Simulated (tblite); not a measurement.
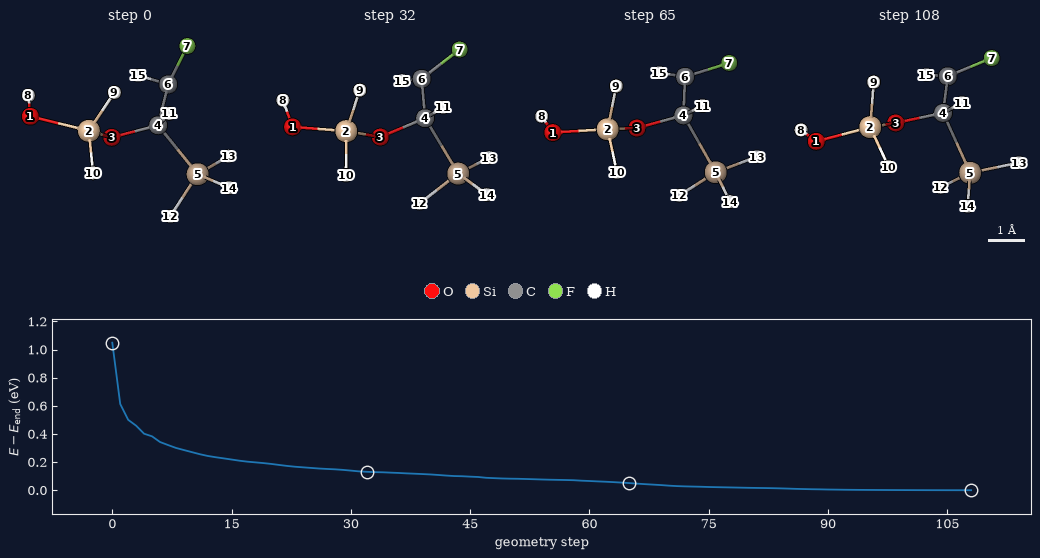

Frames of a relaxation of C2H8FO2Si2 (multiplicity 2), marked on the history of the run. A ball-and-stick model, seen at a tilt.

All numbers below come from GFN2-xTB geometry optimisation, gas phase in tblite 0.8.0. 

> Describe the path.

Over 108 geometry steps the energy falls by 1.049 eV. The atom that moves furthest after the best rigid fit is H14 (1.29 Å). Largest moves by element: H 1.29 Å, F 1.10 Å, O 0.73 Å, C 0.39 Å, Si 0.21 Å. Among the contacts that change: C4–Si5 1.853 → 1.966 Å, O1–Si2 1.718 → 1.615 Å, Si2–O3 1.721 → 1.628 Å, O1–H8 1.008 → 0.954 Å. Bond angles that change, for instance: Si2–O3–C4 112.5° → 127.6°, Si2–O1–H8 106.3° → 120.5°, C4–C6–H15 113.5° → 123.4°. Groups turn about C4–Si5 by about 50°, Si2–O3 by about 30°. Cost: 1.2 s on 1 thread of Arm Neoverse N1 (shared host). From step 0 to 32: F7 moves most (0.65 Å), energy −0.918 eV. From step 32 to 65: F7 moves most (0.56 Å), energy −0.080 eV. From step 65 to 108: H14 moves most (0.64 Å), energy −0.051 eV.
